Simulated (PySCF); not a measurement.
Molecule: SMILES C[SiH2]C#C[SiH2]C. Atoms near the plane z = 0.0 Å, at the GFN2-xTB optimised geometry (x, y, z in Å): Si1 (-2.5, 0.0, 0.0), C3 (-0.6, 0.0, 0.0), C4 (0.6, 0.0, 0.0), Si5 (2.5, 0.0, 0.0), H7 (-2.9, 1.4, 0.0), H12 (2.9, -1.4, 0.0).

Computed with B3LYP/def2-TZVP (PySCF). Cells within 0.4 Å of a nucleus heavier than hydrogen are left out (blank, or x). The values are rescaled to run from 0 to 1.

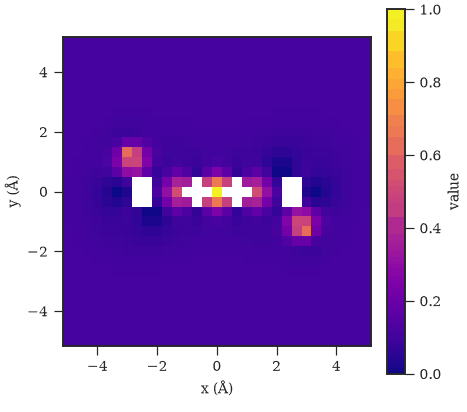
Figure. a field on the plane z = 0.0 Å.

**Question.** Which quantity is mapped?
A. Laplacian of the electron density
B. electrostatic potential
C. deformation density (molecule minus spherical neutral atoms)
D. log10 of the electron density

**Answer.** C, deformation density (molecule minus spherical neutral atoms). In full: deformation density (molecule minus spherical neutral atoms) (e/bohr³), clipped to [-0.15, 0.15].
